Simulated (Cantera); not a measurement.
Input: 1 mol Pb, 2 mol CO, 54 mol H2, equilibrated at 1.90 mbar.

Method: chemical equilibrium by Gibbs-energy minimisation in Cantera with the NASA 1993 tables (ideal gas, pure condensed phases). Candidate condensed phases: C, C6H6, C7H8, C8H18, H2O, Pb, PbO, PbO2, Pb3O4; 113 gas species. Kinetics and transport are ignored.

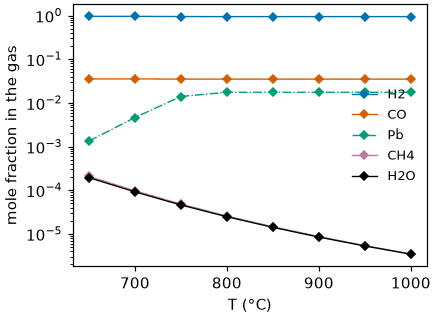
Figure: Equilibrium gas composition (values under 1e-9 drawn at 1e-9)

Question: Read off the mole fractions at 700 °C.

Answer: H2 about 0.96, CO about 0.035, Pb about 0.0046, CH4 about 9.8e-5, H2O about 9.2e-5.
